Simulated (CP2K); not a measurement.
**Two attempts at CH5BFNO (SMILES OCNBF)**

Aim: energy and forces of CH5BFNO at GFN1-xTB.

The results are computed with CP2K 2026.2.

3 further runs of the same task are left out: 1 that didn't finish, 2 set aside as unsound or not needed.

### 1 The system as given

CH5BFNO: 10 atoms, total charge 0, spin state singlet. SMILES: `OCNBF`. The coordinates come from a GFN2-xTB relaxation. This is one conformer, not always the lowest.

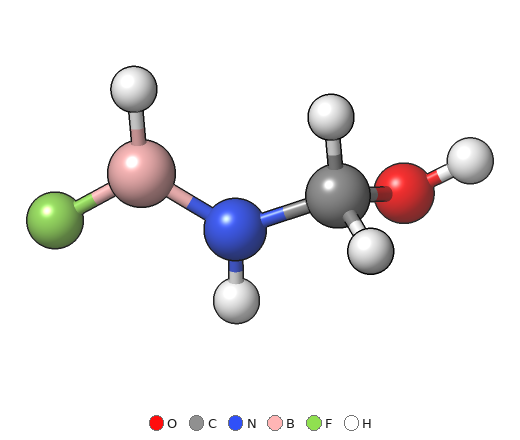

The structure, seen from a chosen angle (oxygen red, carbon grey, nitrogen blue, boron pink, fluorine green, hydrogen white).

### 2 The input as first written

The input, run.inp:

```
&GLOBAL
  PROJECT_NAME run
  RUN_TYPE ENERGY_FORCE
  PRINT_LEVEL MEDIUM
&END GLOBAL

&FORCE_EVAL
  METHOD QS
  &DFT
    CHARGE 1
    MULTIPLICITY 1
    ! Quickstep
    &QS
      METHOD XTB
      EPS_DEFAULT 1.0E-10
      &XTB
        GFN_TYPE TBLITE
        &TBLITE
          METHOD GFN1
        &END TBLITE
        CHECK_ATOMIC_CHARGES F
      &END XTB
    &END QS
    &POISSON
      PERIODIC NONE
      POISSON_SOLVER ANALYTIC
    &END POISSON
    ! self-consistent field
    &SCF
      SCF_GUESS ATOMIC
      EPS_SCF 1.0E-07
      MAX_SCF 150
      ADDED_MOS 8
      &DIAGONALIZATION
        ALGORITHM STANDARD
      &END DIAGONALIZATION
      &MIXING
        METHOD DIRECT_P_MIXING
        ALPHA 0.4
      &END MIXING
      &SMEAR ON
        METHOD FERMI_DIRAC
        ELECTRONIC_TEMPERATURE [K] 300
      &END SMEAR
    &END SCF
    &PRINT
      &MOMENTS
        PERIODIC F
        REFERENCE COM
        MAX_MOMENT 1
      &END MOMENTS
      &MO ON
        ENERGIES T
        OCCUPATION_NUMBERS T
        NDIGITS 6
        &EACH
          QS_SCF 0
        &END EACH
        ADD_LAST NUMERIC
      &END MO
      &HIRSHFELD OFF
      &END HIRSHFELD
    &END PRINT
  &END DFT
  ! structure
  &SUBSYS
    ! box in angstrom
    &CELL
      ABC [angstrom] 18.5 19.1 20.5
      PERIODIC NONE
    &END CELL
    &COORD
      UNIT bohr
      O     -2.5842383     1.5470432     1.8334501
      C     -0.1427121     0.5022892     1.6160371
      N      0.5614565     0.4977161    -0.9911236
      B      1.0542026    -1.5629547    -2.5256190
      F      1.6134293    -1.1097606    -4.9386103
      H     -3.1918230     1.3376237     3.5349028
      H      1.2106152     1.6484459     2.7226418
      H     -0.0982091    -1.4527837     2.3112862
      H      0.5025916     2.2437852    -1.7623964
      H      1.0746872    -3.6514233    -1.8005688
    &END COORD
    &TOPOLOGY
      &CENTER_COORDINATES
      &END CENTER_COORDINATES
    &END TOPOLOGY
  &END SUBSYS
  &PRINT
    &FORCES ON
    &END FORCES
  &END PRINT
&END FORCE_EVAL
```

Command:

```
$ OMP_NUM_THREADS=1 cp2k.psmp run.inp > run.out
```

Log:

```text
CP2K| version string:                                       CP2K version 2026.2
[...]
 GLOBAL| Method name                                                        CP2K
[...]
 GLOBAL| Run type                                                   ENERGY_FORCE
[...]
                             - Atoms:                                         10
[...]
                             - Spherical basis functions:                     30
[...]
 Number of electrons:                                                         29
[...]
  *** SCF run converged in    22 steps ***
[...]
  Fermi energy:                                                -0.69256030035683
[...]
 TB_DIPOLE| Moment [Debye]          0.75613959      -0.27698605       5.19509244
 TB_DIPOLE| Derivative [a.u.]       0.00000000       0.00000000       0.00000000
[...]
 ENERGY| Total FORCE_EVAL ( QS ) energy [hartree]            -18.740929400553473
 FORCES| Atomic forces [hartree/bohr]
 FORCES|   Atom     x               y               z               |f|
 FORCES|      1  3.12419506E-02 -7.21092907E-03 -4.39792884E-03   3.23635405E-02
 FORCES|      2 -3.35167827E-02 -2.72733633E-03 -1.43780468E-02   3.65724119E-02
 FORCES|      3  6.69183056E-03  3.32747669E-02  3.55095989E-02   4.91215058E-02
 FORCES|      4  1.65825994E-02 -2.56292178E-02 -3.49960403E-02   4.64388011E-02
 FORCES|      5 -3.21951391E-03  4.13910196E-04  1.42757671E-02   1.46401543E-02
 FORCES|      6 -6.74667826E-03  2.90872199E-03  7.34525720E-03   1.03889910E-02
 FORCES|      7  4.28833217E-03  1.51208955E-03 -9.42270521E-04   4.64371417E-03
 FORCES|      8  1.05918838E-03 -6.03334887E-04  5.71526615E-03   5.84381384E-03
 FORCES|      9 -1.17150023E-02  3.73653652E-03 -7.37001552E-03   1.43359727E-02
 FORCES|     10 -4.66592406E-03 -5.67520709E-03 -7.61587448E-04   7.38639549E-03
 FORCES| Sum     2.51534904E-17  1.15359111E-16 -1.04083409E-17
 FORCES| Total atomic force                                       1.18527449E-16
[...]
```

Run time: 0.95 s. Hardware: 1 thread of Intel Xeon 6975P-C (Granite Rapids), shared host; peak memory 0.19 GiB.

### 3 Diagnosis

It ran to the end. The result can't be trusted all the same.

Cause: the electron count doesn't fit the spin or reference typed: an even count needs an odd multiplicity, an odd count an even one. To mend it: charge 0 in place of 1. That is the species meant; for the charge typed, the multiplicity would have to change.

### 4 Second attempt

The input, run.inp:

```
&GLOBAL
    PROJECT run
    RUN_TYPE ENERGY_FORCE
    PRINT_LEVEL MEDIUM
&END GLOBAL

&FORCE_EVAL
    METHOD QUICKSTEP
    &DFT
        &QS
            METHOD XTB
            EPS_DEFAULT 1.0E-10
            &XTB
                GFN_TYPE TBLITE
                &TBLITE
                    METHOD GFN1
                &END TBLITE
                CHECK_ATOMIC_CHARGES F
            &END XTB
        &END QS
        # no periodic images
        &POISSON
            PERIODIC NONE
            POISSON_SOLVER ANALYTIC
        &END POISSON
        &SCF
            SCF_GUESS ATOMIC
            EPS_SCF 1.0E-07
            MAX_SCF 150
            ADDED_MOS 8
            &DIAGONALIZATION
                ALGORITHM STANDARD
            &END DIAGONALIZATION
            &MIXING
                METHOD DIRECT_P_MIXING
                ALPHA 0.4
            &END MIXING
            &SMEAR ON
                METHOD FERMI_DIRAC
                ELECTRONIC_TEMPERATURE [K] 300
            &END SMEAR
        &END SCF
        # extra output
        &PRINT
            &MOMENTS
                PERIODIC F
                REFERENCE COM
                MAX_MOMENT 1
            &END MOMENTS
            &MO ON
                ENERGIES T
                OCCUPATION_NUMBERS T
                NDIGITS 6
                &EACH
                    QS_SCF 0
                &END EACH
                ADD_LAST NUMERIC
            &END MO
            &HIRSHFELD OFF
            &END HIRSHFELD
        &END PRINT
    &END DFT
    &SUBSYS
        &CELL
            ABC 18.5 19.1 20.5
            PERIODIC NONE
        &END CELL
        &COORD
            UNIT bohr
            O     -2.5842383     1.5470432     1.8334501
            C     -0.1427121     0.5022892     1.6160371
            N      0.5614565     0.4977161    -0.9911236
            B      1.0542026    -1.5629547    -2.5256190
            F      1.6134293    -1.1097606    -4.9386103
            H     -3.1918230     1.3376237     3.5349028
            H      1.2106152     1.6484459     2.7226418
            H     -0.0982091    -1.4527837     2.3112862
            H      0.5025916     2.2437852    -1.7623964
            H      1.0746872    -3.6514233    -1.8005688
        &END COORD
        &TOPOLOGY
            &CENTER_COORDINATES
            &END CENTER_COORDINATES
        &END TOPOLOGY
    &END SUBSYS
    &PRINT
        &FORCES ON
        &END FORCES
    &END PRINT
&END FORCE_EVAL
```

Command:

```
$ OMP_NUM_THREADS=1 cp2k.psmp run.inp > run.out
```

Log:

```text
CP2K| version string:                                       CP2K version 2026.2
[...]
 GLOBAL| Method name                                                        CP2K
[...]
 GLOBAL| Run type                                                   ENERGY_FORCE
[...]
                             - Atoms:                                         10
[...]
                             - Spherical basis functions:                     30
[...]
 Number of electrons:                                                         30
[...]
  *** SCF run converged in    14 steps ***
[...]
  Fermi energy:                                                -0.22767102104576
[...]
 TB_DIPOLE| Moment [Debye]          0.26534571       0.10675455       3.39313722
 TB_DIPOLE| Derivative [a.u.]       0.00000000       0.00000000       0.00000000
[...]
 ENERGY| Total FORCE_EVAL ( QS ) energy [hartree]            -19.307140645772904
 FORCES| Atomic forces [hartree/bohr]
 FORCES|   Atom     x               y               z               |f|
 FORCES|      1 -1.18622203E-03  4.17374061E-05 -1.73875072E-03   2.10525979E-03
 FORCES|      2  1.90806108E-05 -8.65218853E-04  4.92894720E-03   5.00434693E-03
 FORCES|      3  1.27415326E-03  1.31725632E-02 -6.57500314E-03   1.47773663E-02
 FORCES|      4 -2.11896188E-03 -7.00052712E-03  9.54142883E-03   1.20223227E-02
 FORCES|      5  2.22528371E-03  3.84473688E-03 -1.01285815E-02   1.10599301E-02
 FORCES|      6 -1.20866271E-03  3.64610885E-04  1.18425449E-03   1.73097237E-03
 FORCES|      7  1.37850173E-03 -4.95189528E-04 -2.79376010E-04   1.49115078E-03
 FORCES|      8 -1.55841598E-04 -2.61019737E-03  1.92261045E-03   3.24558898E-03
 FORCES|      9 -5.25389484E-04 -8.25823707E-04  4.77976581E-04   1.08925686E-03
 FORCES|     10  2.98058399E-04 -5.62669181E-03  6.66493866E-04   5.67386232E-03
 FORCES| Sum     5.80590263E-17 -2.80157841E-16  4.40186082E-17
 FORCES| Total atomic force                                       2.89476950E-16
[...]
```

Wall time 0.97 s (1 thread of Intel Xeon 6975P-C (Granite Rapids), shared host); peak memory 0.19 GiB.

### 5 Outcome

At GFN1-xTB:

| quantity | value |
| --- | --- |
| total energy | -19.30714 Eh |
| dipole moment (from atomic charges alone) | 3.41 D |
| HOMO energy | -11.83 eV |
| LUMO energy | -5.30 eV |
| HOMO–LUMO gap | 6.53 eV |
| largest force on an atom | 0.760 eV/Å |

The dipole comes from point charges on the atoms alone, without atomic dipoles, so it is partial. The largest force is 0.76 eV/Å: the shape isn't a stationary point for this species at this level.
